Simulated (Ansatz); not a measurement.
# ρ(T) of Lu (P6_3/mmc) in two numbers

Wanted: a compact model of ρ(T) for Lu (P6_3/mmc) and a check of it.

The resistivities were computed with Ansatz 0.2.0 (DFT PBE, scalar-relativistic, plane waves, PAW) from the linearised Boltzmann equation with harmonic phonons, on q 3×3×3, k 12×12×6, scattering 18×18×12; the fit below is done by hand on them.

**What experiment says.**

“CRC Handbook of Chemistry and Physics, 84th edition, Electrical Resistivity of Pure Metals” (2003, CRC Press, section 12, read from Wikipedia's data page) quotes from earlier work for Lu (bulk crystal): resistivity at 295 K 58.2 μΩ cm.

### 1. Computed resistivities

It takes space group P6_3/mmc (No. 194, hexagonal). Conventional cell: a = 3.505 Å, b = 3.505 Å, c = 5.463 Å, α = 90.00°, β = 90.00°, γ = 120.00°. Lu on site c is surrounded by 12 Lu at 3.40 to 3.50 Å.

This is the relaxed cell of the run, from steps not shown here.

The mean resistivity of the three axes from 50 to 800 K, with one row held back; the colder rows stay outside the fit and test it at the end:

```csv
T (K),ρ (μΩ cm)
50,5.100
80,10.79
100,14.36
150,22.90
200,31.21
273,43.23
300,47.67
400,64.17
500,?
600,97.47
800,130.9
```

The resistivity is not converged: the component that moves most changes by 13 % between the two finest meshes at 300 K.

### 2. Model and fit

Bloch and Grüneisen's form is ρ(T) = A (T/Θ)⁵ J₅(Θ/T), with J₅(z) the integral of x⁵/((eˣ − 1)(1 − e⁻ˣ)) from 0 to z. It goes as T⁵ far below Θ and as A T/(4Θ) far above. For a trial Θ the best A is the geometric mean of ρ/[(T/Θ)⁵ J₅] over the rows, and the scatter of that ratio measures the fit:

```csv
Θ (K),A (μΩ cm),scatter (%)
90,55.11,8.5
120,75.35,4.7
136,86.78,2.4
150,97.20,0.6
164,108.0,2.5
188,127.8,7.0
224,160.4,14.4
```

The scatter is least at Θ = 150 K, with A = 97.20 μΩ cm (0.6 % r.m.s.).

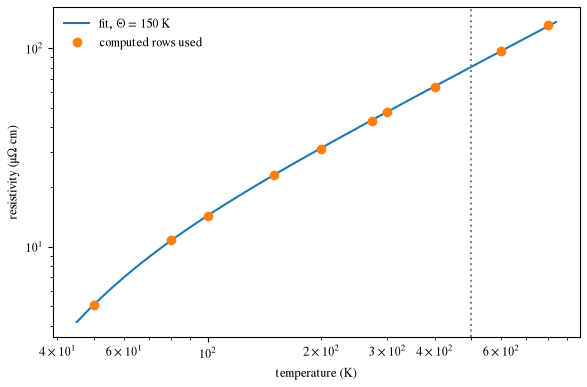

The fit through the rows used; the dotted line marks the temperature held back.

### 3. Prediction and check

At T = 500 K, Θ/T = 0.300, J₅ = 0.002015 and (T/Θ)⁵ = 411.5, so the fit gives 80.59 μΩ cm. The computed value is 80.77 μΩ cm: the fit is off by -0.22 %. Outside its range, at 20 K, it gives 0.391 against 0.350 μΩ cm computed, 1.12 times that; at that temperature the run's own test moves by 7 % between meshes in the component that moves most. Among the rows used, the largest miss is -1.2 %, at 800 K.

### 4. Reading Θ and A

Θ = 150 K is 1.48 times ħω_log/k_B (101 K) and 0.86 of the highest phonon frequency (174 K). The high-temperature slope of the fit, A/(4Θ), is 0.162 μΩ cm/K. The same slope from the run's transport coupling and plasma energy, 2π k_B λ_tr/(ħ ε₀ ω_p²) with λ_tr = 0.599, 0.599, 0.589 (xx, yy, zz) and ħω_p = 3.45, 3.45, 5.11 (xx, yy, zz) eV, is 0.165 μΩ cm/K in the mean of the axes, +2.1 % from it. For comparison, the computed rows rise by 0.167 μΩ cm/K between the two hottest.

### 5. Summary of results

- Θ: 150 K
- A: 97.20 μΩ cm
- scatter of the fit: 0.6 %
- held-back row at 500 K, fit against computed: 80.59 against 80.77 μΩ cm

What this shows: Two numbers, Θ = 150 K and A = 97.2 μΩ cm, hold the computed ρ(T) from 50 to 800 K within 0.58 % r.m.s. and predict the held-back row within 0.22 %. By the run's own test the resistivity at 300 K moves by 13 % between its two finest scattering meshes, in the component that moves most. The mean hides an anisotropy: at 300 K the components are 58.4, 58.4, 26.1 (xx, yy, zz) μΩ cm. Spin–orbit coupling is left out. The fit describes the calculation: impurities, thermal expansion, changes of phase and anharmonicity are in neither.

Comparison with the measured values:

| quantity | measured | q 3×3×3, fine 18×18×12 |
| --- | --- | --- |
| resistivity at 295 K (computed: phonon part alone; the measured value holds the sample's residual resistivity) (μΩ cm) | 58.2 | 46.85 (-19.5 %) |

Measured values from CRC Press, section 12, read from Wikipedia's data page (2003).

**Verdict.** The resistivity at 295 K is off by -19.5 %: fair agreement.

[Logs are printed without paths, hosts, clocks, repeated set-up lines and the standing remarks that a program may print on its own settings, such as how far it seeks lower states.]

[Hosts, paths, dates, database ids (printed as entryN), source tags and the programs' standing remarks are cut or masked in the printed files.]
